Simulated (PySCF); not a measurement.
C5H3ClOS (SMILES O=C(Cl)c1cccs1)

```xyz
11

O     2.6456    1.1403    1.0506
C     2.0494    0.2899    0.4686
Cl    2.9389   -1.0990   -0.2060
C     0.6399    0.2064    0.2115
C    -0.0941   -0.7507   -0.4525
C    -1.4622   -0.4548   -0.4826
C    -1.7578    0.7173    0.1541
S    -0.3796    1.4859    0.8037
H     0.3471   -1.6247   -0.8948
H    -2.1998   -1.0788   -0.9536
H    -2.7221    1.1709    0.2752
```

Geometry: GFN2-xTB.

Method: PySCF 2.14.0, PBE0/pcSseg-1, SCF density, gas phase, non-relativistic.

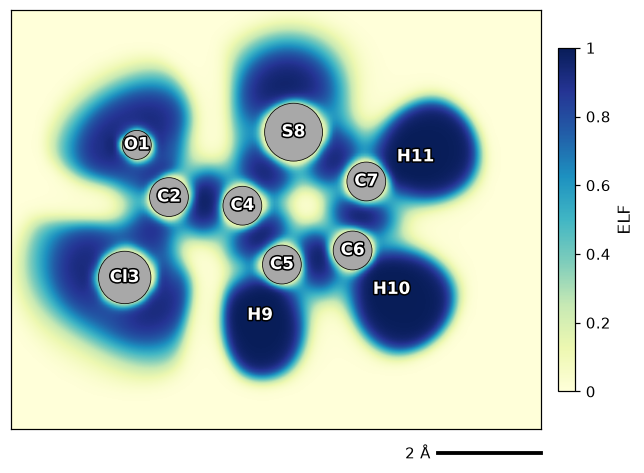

Figure 1. Electron localisation function on the molecular plane. Grey discs cover the atomic cores.

> Read the bonding off the picture.

The plane passes through O, C, Cl, S and H nuclei.
C–O (1.19 Å): the ELF peaks at about 0.85 between the atoms; a short, multiple covalent bond.
C–C (1.37 Å): the ELF peaks at about 0.95 between the atoms (localised, covalent bonding).
C–S (1.71 Å): the ELF peaks at about 0.90 between the atoms, as expected for a covalent bond.
C–Cl (1.78 Å): the ELF peaks at about 0.90 between the atoms, as expected for localised, covalent bonding.
C–H (1.07 Å): the ELF climbs to about 1 towards the hydrogen, as it does in any bond to H: a covalent bond by its length.
The ELF also peaks beside Cl3, O1 and S8, away from the bonds: lone-pair regions.

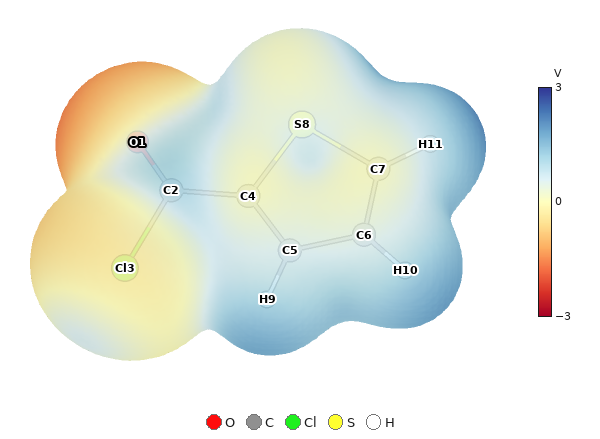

Figure 2. The electrostatic potential painted on the density surface at 0.004 e/bohr³, seen at a tilt; red is negative and blue positive.

> Describe the electrostatic potential map.

The most negative region (about −1.6 V, or −37 kcal/mol for a unit charge) lies over O1, the most positive (about +2.1 V, or +48 kcal/mol for a unit charge) over C7, S8 and H11. Cl3 shows a σ-hole: about +0.6 V, or +14 kcal/mol for a unit charge at the tip opposite its bond, against about −0.1 V on its flanks. O1 is the likeliest acceptor of a hydrogen bond.

> How polar is the molecule by this calculation?

Its dipole moment is 4.47 D.
